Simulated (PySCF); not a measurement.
C5H9BOSi

```yaml
atoms:
  - { symbol: Si, position_ang: [2.2671, 0.5981, -0.3295] }
  - { symbol: O, position_ang: [1.4388, -0.7706, -0.5889] }
  - { symbol: B, position_ang: [0.3891, -1.5499, -0.5469] }
  - { symbol: C, position_ang: [-0.9884, -1.1065, 0.1907] }
  - { symbol: C, position_ang: [-0.7208, -0.2586, 1.3727] }
  - { symbol: C, position_ang: [-0.9484, 1.0325, 1.0621] }
  - { symbol: C, position_ang: [-1.4558, 1.1093, -0.2796] }
  - { symbol: C, position_ang: [-1.5414, -0.1335, -0.7924] }
  - { symbol: H, position_ang: [1.6874, 1.6124, -1.2060] }
  - { symbol: H, position_ang: [2.1911, 0.9659, 1.0822] }
  - { symbol: H, position_ang: [3.6308, 0.2287, -0.7123] }
  - { symbol: H, position_ang: [0.4355, -2.5866, -1.1076] }
  - { symbol: H, position_ang: [-1.6141, -1.9762, 0.3777] }
  - { symbol: H, position_ang: [-0.3394, -0.6476, 2.3000] }
  - { symbol: H, position_ang: [-0.8055, 1.8844, 1.7035] }
  - { symbol: H, position_ang: [-1.7413, 2.0252, -0.7670] }
  - { symbol: H, position_ang: [-1.8917, -0.4149, -1.7686] }
```

Geometry: GFN2-xTB.

Method: PySCF, CAM-B3LYP/def2-SVPD, SCF density, gas phase.

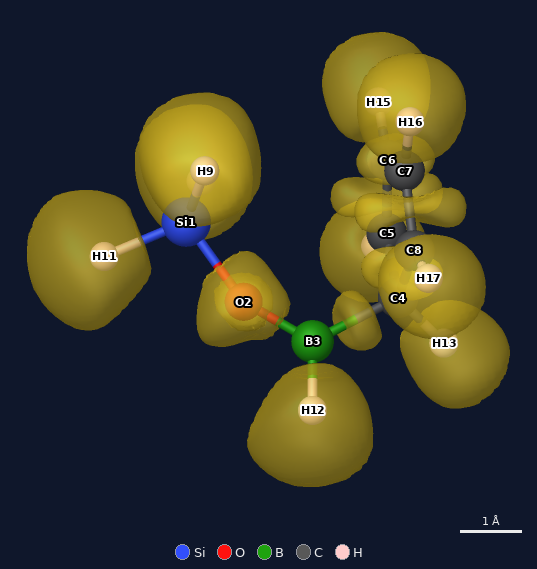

Figure 1. Isosurface of the electron localisation function at 0.8 (yellow), seen across its widest extent. Only the valence region is drawn (cores and ρ < 0.01 e/Å³ removed).

Q: Describe the localisation domains.

A: The ELF exceeds this value in one region between bonded B–C atoms (shared pairs), five regions between bonded C–C atoms (shared pairs), nine regions around hydrogen nuclei and one region on O in which the atom's valence shell and bonds are merged. Profiles from the grid: B–O (1.31 Å): the ELF peaks at about 0.90 between the atoms: a short, strongly polar bond. C–C (1.35 Å): the ELF peaks at about 0.95 between the atoms, as expected for a covalent bond.

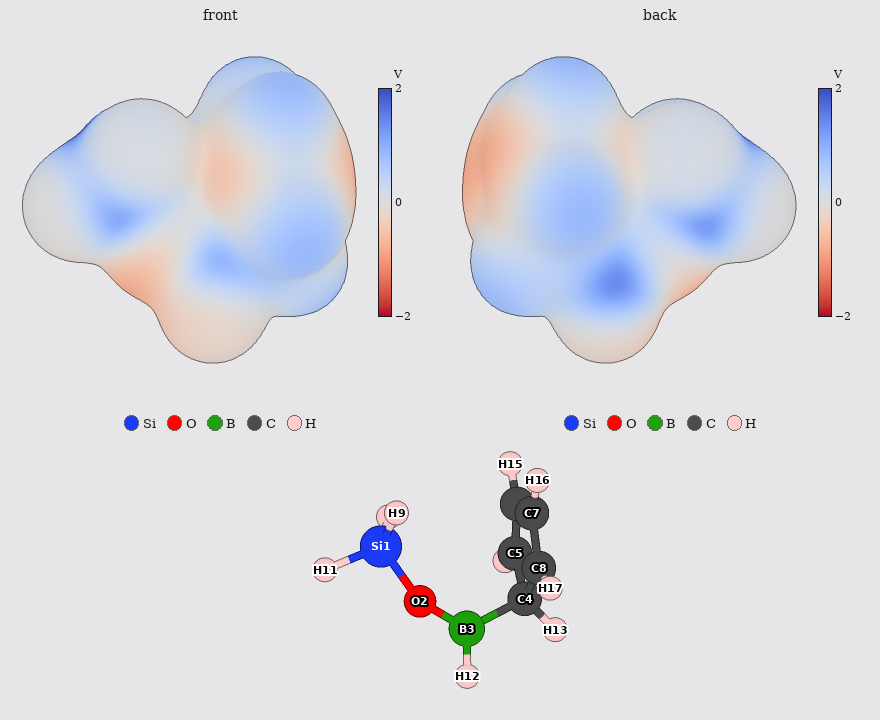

Figure 2. The molecular electrostatic potential painted on the density surface at 0.002 e/bohr³, seen from the front and from behind; the colour scale runs from red (negative) to blue (positive). The bare structure is drawn below in the same view.

Q: Describe the electrostatic potential map.

A: The most negative region (about −0.7 V) lies over the C and O atoms, the most positive (about +1.7 V) over Si1.

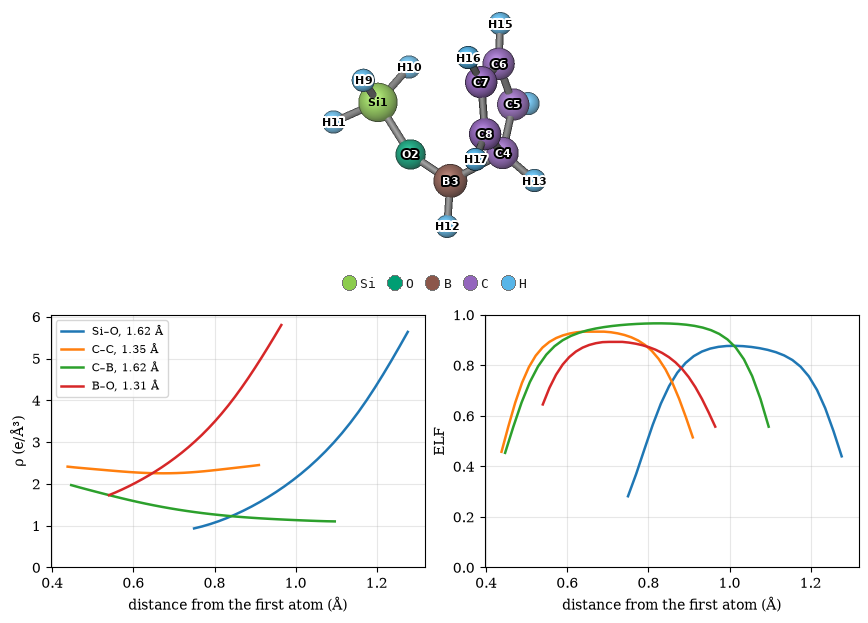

Figure 3. Electron density and ELF along straight lines between neighbouring atoms. The curves leave out the atomic cores. The structure is drawn too.

Q: What can be read from the curves?

A: Si–O (1.62 Å): ρ is about 1.1 e/Å³ halfway; the ELF peaks at about 0.90 between the atoms: a short, strongly polar bond.
C–C (1.35 Å): ρ is about 2.3 e/Å³ halfway; the ELF peaks at about 0.95 between the atoms; a covalent bond.
C–B (1.62 Å): ρ at the midpoint is about 1.3 e/Å³; the ELF peaks at about 0.95 between the atoms; a covalent bond.
B–O (1.31 Å): ρ is about 2.3 e/Å³ halfway; the ELF peaks at about 0.90 between the atoms: a short, strongly polar bond.
